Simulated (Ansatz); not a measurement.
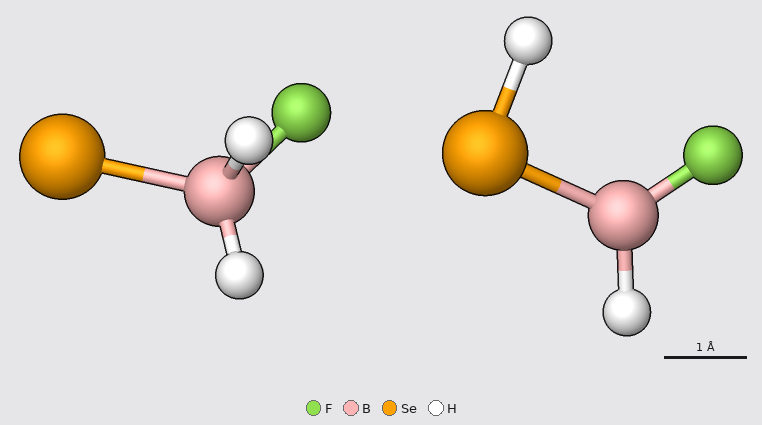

Two geometries of BH$_{2}$SeF, drawn at one scale. One is the start of a relaxation, the other its converged end. Style: ball-and-stick. Shown at a tilt.

Computed with RKS PBE-D4/def2-SVP (Ansatz). (no spin polarisation; force threshold 0.02 eV/Å; at most 50 steps)

### Which geometry has the lower energy?

The right one is the relaxed one. The run prepares an end point of a later path (hydrogen shift) calculation, from a guessed geometry. The atom that moves furthest after the best rigid fit is an H atom (1.77 Å). Largest moves by element: H 1.77 Å, Se 0.90 Å, F 0.70 Å, B 0.41 Å. Some distances before and after: B–H 1.170 → 2.543 Å, H–Se 2.581 → 1.487 Å, B–F 1.462 → 1.333 Å, B–H 1.139 → 1.216 Å. New bonds form: H–Se (2.58 → 1.49 Å). Bonds break: B–H (1.17 → 2.54 Å). Among the angles between lasting bonds that change: F–B–H 123.8° → 119.8°, F–B–Se 119.4° → 121.8°. Over 19 geometry steps the energy falls by 3.957 eV. The largest force component goes from 4.4 to 0.017 eV/Å.
